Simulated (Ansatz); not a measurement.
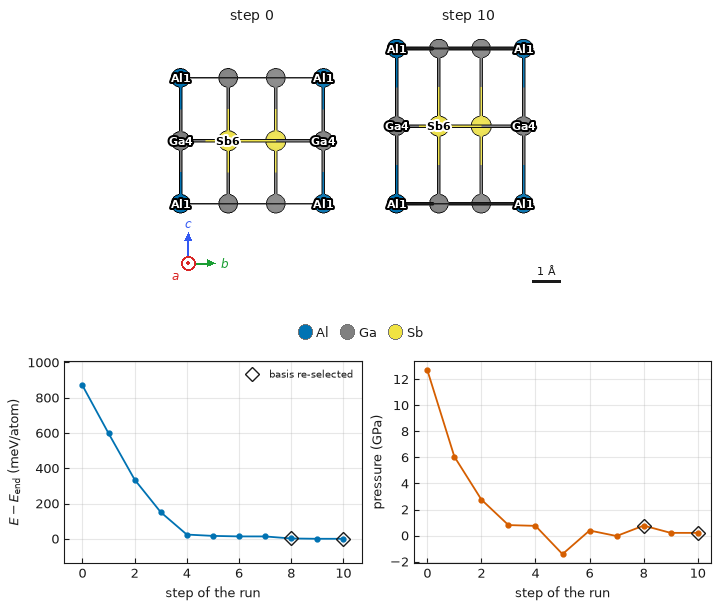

First and last geometry of a relaxation of crystalline AlGa₃Sb₂ (a generated structure, set up in P6/mmm) (coarse preliminary run), with the history of the run. Style: ball-and-stick. Shown: the cell of the calculation, along the a axis.

Computed with DFT PBE, scalar-relativistic, plane waves, PAW in Ansatz. (plane-wave cutoff 420 eV; k-point mesh 3 × 3 × 4; occupations gaussian; smearing width 0.1 eV; no spin polarisation; cell and atoms relaxed; force threshold 0.04 eV/Å; at most 70 steps)

> What do the curves and the structures tell?

It converged. The atoms keep their places relative to the cell (all moves are under 0.005 Å). The volume changes by −2.6 %, with a = b 5.996 → 5.328 Å (−11.1 %), c 4.569 → 5.636 Å (+23.3 %). Near-neighbour distances that change, for instance: Al–Ga 2.285 → 2.818 Å, Ga–Sb 2.285 → 2.818 Å, Sb–Sb 3.462 → 3.076 Å, Ga–Sb 3.462 → 3.076 Å. The space group stays P6/mmm (No. 191). The energy falls by 870 meV per atom in 8 accepted moves (10 points after the start). All forces vanish by symmetry, so only the cell relaxes. The pressure goes from 12.70 to 0.21 GPa. At 2 points the geometry stayed and the basis and grid were re-selected for the new cell (energy shift of 11.6 meV per atom at most each time).

```
step  E − E(0), meV/atom  pressure, GPa  volume, Å³/atom                      note
   0                0.00          12.70           23.711                          
   1             -271.49           6.06           24.457                          
   2             -534.08           2.76           24.414                          
   3             -718.80           0.81           23.922                          
   4             -845.85           0.75           22.784                          
   5             -853.39          -1.42           23.352                          
   6             -856.35           0.39           22.714                          
   7             -856.47          -0.03           22.868                          
   8             -868.02           0.77           22.868  same geometry, new basis
   9             -869.78           0.21           23.097                          
  10             -869.84           0.21           23.097  same geometry, new basis
```
